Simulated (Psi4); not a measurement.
# C2F6O (SMILES FC(F)(F)OC(F)(F)F): B3LYP/6-31G(d) (spherical functions)

Aim: the vertical ionisation energy of C2F6O at B3LYP/6-31G* (spherical functions), from 2 runs. 

Program for the calculation: Psi4 1.11.

**1. Starting point**

The species is C2F6O (9 atoms), meant as a singlet with charge 0. As SMILES, `FC(F)(F)OC(F)(F)F`. Geometry: relaxed at PBE0-D4/def2-TZVP.

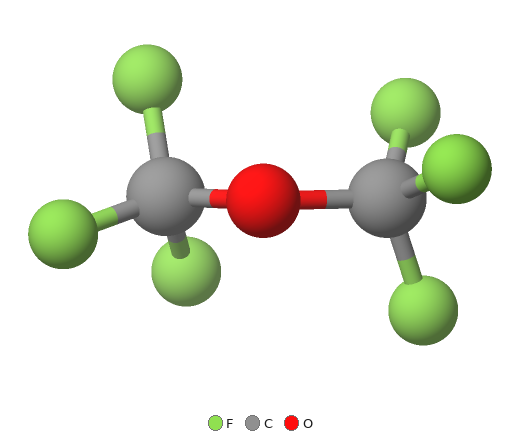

The structure, seen from a chosen angle (fluorine green, carbon grey, oxygen red).

**2. Energy and gradient at B3LYP/6-31G(d) (spherical functions)**

Contents of c2f6o.xyz:

```xyz
9
C2F6O
F      2.076690    -0.384510    -0.999750
C      0.777760    -0.429490    -0.791080
F      0.159870     0.303300    -1.706270
F      0.367380    -1.682330    -0.915040
O      0.570650     0.041580     0.479900
C     -0.682950     0.436400     0.870810
F     -0.666110     0.487120     2.186080
F     -0.980110     1.637760     0.399820
F     -1.623170    -0.409820     0.475530
```

Contents of calc.py:

```python
import psi4

psi4.set_memory('2200 MB')
psi4.set_num_threads(1)
psi4.core.set_output_file('output.dat', False)

with open('c2f6o.xyz') as f:
    atoms = ''.join(f.readlines()[2:])
mol = psi4.geometry('0 1\n' + atoms + 'symmetry c1\nno_reorient\nno_com')

psi4.set_options({
    'basis': '6-31G*',
    'reference': 'rks',
    'puream': True,
    'e_convergence': 1e-09,
    'd_convergence': 1e-08,
    'scf_type': 'pk',
    'dft_radial_points': 99,
    'dft_spherical_points': 590,
})

E, wfn = psi4.gradient('b3lyp', molecule=mol, return_wfn=True)
psi4.oeprop(wfn, 'MULLIKEN_CHARGES', 'MAYER_INDICES', 'WIBERG_LOWDIN_INDICES', title='B3LYP')
print('gradient / Eh bohr^-1')
print(E.np.round(6))
print(f'energy = {wfn.energy():.10f} Eh')
```

Started as:

```console
python calc.py
```

output.dat:

```text
[...]
  Running in c1 symmetry.
[...]
  Nuclear repulsion =  565.577163654716742
[...]
  Multiplicity = 1
[...]
  Nalpha       = 37
  Nbeta        = 37
[...]
    Number of basis functions: 126
[...]
   @RKS iter   1:  -750.27427335425000    1.12376e-01   6.43880e-03 ADIIS/DIIS
[...]
   @RKS iter  10:  -750.48039906741440   -1.18234e-11   9.81758e-09 DIIS
[...]
  @RKS Final Energy:  -750.48039906741440
   => Energetics <=
    Nuclear Repulsion Energy =            565.5771636547167418
    One-Electron Energy =               -2166.7449116282668911
    Two-Electron Energy =                 917.2615785018313090
    DFT Exchange-Correlation Energy =     -66.5742295956955559
    Empirical Dispersion Energy =           0.0000000000000000
    VV10 Nonlocal Energy =                  0.0000000000000000
    Total Energy =                       -750.4803990674143961
[...]
 Multipole Moments:
 ------------------------------------------------------------------------------------
     Multipole            Electronic (a.u.)      Nuclear  (a.u.)        Total (a.u.)
 ------------------------------------------------------------------------------------
 L = 1.  Multiply by 2.5417464519 to convert [e a0] to [Debye]
 Dipole X            :          1.5853689           -1.6156969           -0.0303280
 Dipole Y            :          0.1153618           -0.1175788           -0.0022170
 Dipole Z            :          1.3333798           -1.3588832           -0.0255033
 Magnitude           :                                                    0.0396878
[...]
  -Total Gradient:
     Atom            X                  Y                   Z
    ------   -----------------  -----------------  -----------------
       1       -0.013369596696    -0.000686586987     0.001996895813
       2       -0.000404894783    -0.000187350320    -0.002518697500
       3        0.006817967788    -0.008087343783     0.008402208476
       4        0.004921076084     0.012168703419     0.000568930100
       5       -0.006185738464    -0.000451815983    -0.005208436923
       6       -0.002556241956    -0.000029982841     0.000029183532
       7       -0.000341965690    -0.000311989612    -0.013524184795
       8        0.002417152588    -0.011629717310     0.005601103715
       9        0.008705917200     0.009216123100     0.004655976341
[...]
  Mulliken Charges: (a.u.)
   Center  Symbol    Alpha    Beta     Spin     Total
       1     F     4.62535  4.62535  0.00000 -0.25070
       2     C     2.49111  2.49111  0.00000  1.01779
       3     F     4.63180  4.63180  0.00000 -0.26360
       4     F     4.62953  4.62953  0.00000 -0.25905
       5     O     4.24443  4.24443  0.00000 -0.48887
       6     C     2.49111  2.49111  0.00000  1.01779
       7     F     4.62535  4.62535  0.00000 -0.25070
       8     F     4.62953  4.62953  0.00000 -0.25905
       9     F     4.63180  4.63180  0.00000 -0.26360
   Total alpha = 37.00000, Total beta = 37.00000, Total charge =  0.00000
[...]
```

Standard output:

```text
gradient / Eh bohr^-1
[[-1.3370e-02 -6.8700e-04  1.9970e-03]
 [-4.0500e-04 -1.8700e-04 -2.5190e-03]
 [ 6.8180e-03 -8.0870e-03  8.4020e-03]
 [ 4.9210e-03  1.2169e-02  5.6900e-04]
 [-6.1860e-03 -4.5200e-04 -5.2080e-03]
 [-2.5560e-03 -3.0000e-05  2.9000e-05]
 [-3.4200e-04 -3.1200e-04 -1.3524e-02]
 [ 2.4170e-03 -1.1630e-02  5.6010e-03]
 [ 8.7060e-03  9.2160e-03  4.6560e-03]]
energy = -750.4803990674 Eh
```

Run time: 67 s. Hardware: 1 thread of Intel Xeon Platinum 8259CL at 2.50GHz (Skylake/Cascade Lake), shared host; peak memory 0.88 GiB.

**3. The doublet cation: a single-point energy at UB3LYP/6-31G(d) (spherical functions)**

Contents of job.dat:

```
memory 2200 mb

molecule molecule1 {
  1 2
  F      3.92437535    -0.72661859    -1.88925369
  C      1.46975339    -0.81161847    -1.49492454
  F      0.30211052     0.57315393    -3.22438299
  F      0.69424758    -3.17914295    -1.72917499
  O      1.07837221     0.07857481     0.90687957
  C     -1.29058846     0.82467648     1.64559241
  F     -1.25876547     0.92052339     4.13109249
  F     -1.85213947     3.09491786     0.75555030
  F     -3.06734675    -0.77444756     0.89862146
  units au
  symmetry c1
  no_reorient
  no_com
}

set {
  basis                6-31G*
  reference            uks
  puream               true
  e_convergence        1e-09
  d_convergence        1e-08
  scf_type             pk
  dft_radial_points    99
  dft_spherical_points 590
  maxiter              100
}

E, wfn = energy("b3lyp", return_wfn=True)
oeprop(wfn, "WIBERG_LOWDIN_INDICES", "LOWDIN_CHARGES", "QUADRUPOLE", title="B3LYP")
```

Started as:

```console
psi4 job.dat job.out -n 1
```

job.out:

```text
[...]
  Running in c1 symmetry.
[...]
  Nuclear repulsion =  565.577163981826061
[...]
  Multiplicity = 2
[...]
  Nalpha       = 37
  Nbeta        = 36
[...]
    Number of basis functions: 126
[...]
   @UKS iter   1:  -749.81645499623096    5.70195e-01   5.60690e-03 ADIIS/DIIS
[...]
   @UKS iter  18:  -749.98677740706228   -1.02318e-11   7.14955e-09 DIIS
[...]
   @S^2 Observed:                7.537181144E-01
[...]
    Orbital Energies [Eh]
    ---------------------
    Alpha Occupied:
       1A    -25.027495     2A    -25.027453     3A    -25.014153
       4A    -25.014130     5A    -25.001552     6A    -25.001542
       7A    -19.640114     8A    -10.781154     9A    -10.781141
      10A     -1.638513    11A     -1.608006    12A     -1.520449
      13A     -1.516611    14A     -1.510701    15A     -1.506760
      16A     -1.482989    17A     -1.093208    18A     -0.956066
      19A     -0.927384    20A     -0.918802    21A     -0.905675
      22A     -0.874705    23A     -0.860846    24A     -0.819728
      25A     -0.792943    26A     -0.751969    27A     -0.747874
      28A     -0.741148    29A     -0.736036    30A     -0.730335
      31A     -0.716342    32A     -0.702005    33A     -0.701032
      34A     -0.696049    35A     -0.687977    36A     -0.675765
[...]
  @UKS Final Energy:  -749.98677740706228
   => Energetics <=
    Nuclear Repulsion Energy =            565.5771639818260610
    One-Electron Energy =               -2147.1644314823597597
    Two-Electron Energy =                 897.7469838919570293
    DFT Exchange-Correlation Energy =     -66.1464937984855936
    Empirical Dispersion Energy =           0.0000000000000000
    VV10 Nonlocal Energy =                  0.0000000000000000
    Total Energy =                       -749.9867774070622772
[...]
 Multipole Moments:
 ------------------------------------------------------------------------------------
     Multipole            Electronic (a.u.)      Nuclear  (a.u.)        Total (a.u.)
 ------------------------------------------------------------------------------------
 L = 1.  Multiply by 2.5417464519 to convert [e a0] to [Debye]
 Dipole X            :          1.7889122           -1.6156969            0.1732153
 Dipole Y            :          0.1302364           -0.1175787            0.0126577
 Dipole Z            :          1.5045700           -1.3588830            0.1456870
 Magnitude           :                                                    0.2266902
 L = 2.  Multiply by 1.3450342976 to convert [e a0^2] to [Debye ang]
 Quadrupole XX       :       -334.3764786          305.8353507          -28.5411279
 Quadrupole XY       :         96.1927225          -97.4736339           -1.2809114
[...]
```

Run time: 92 s. Hardware: 1 thread of Intel Xeon Platinum 8259CL at 2.50GHz (Skylake/Cascade Lake), shared host; peak memory 0.89 GiB.

**4. Outcome**

At B3LYP/6-31G* (spherical functions):

```
                                          quantity          value
                       singlet C2F6O: total energy  -750.48040 Eh
                      singlet C2F6O: dipole moment         0.10 D
                        singlet C2F6O: HOMO energy      -10.49 eV
                        singlet C2F6O: LUMO energy        3.78 eV
                      singlet C2F6O: HOMO–LUMO gap       14.27 eV
           singlet C2F6O: largest force on an atom     0.696 eV/Å
                      doublet cation: total energy  -749.98678 Eh
doublet cation: HOMO energy (highest over α and β)      -18.24 eV
 doublet cation: LUMO energy (lowest over α and β)      -16.29 eV
                              doublet cation: ⟨S²⟩          0.754
vertical ionisation energy (to the doublet cation)      13.432 eV
```

Removing an electron at fixed nuclei costs 13.43 eV (1296 kJ/mol). The largest force (singlet C2F6O) is 0.70 eV/Å: the shape isn't a stationary point for this species at this level. −ε(HOMO) before ionisation, 10.49 eV, is 2.94 eV below this ionisation energy. Mulliken charges (singlet C2F6O) run from -0.49 on O5 to +1.02 on C2.
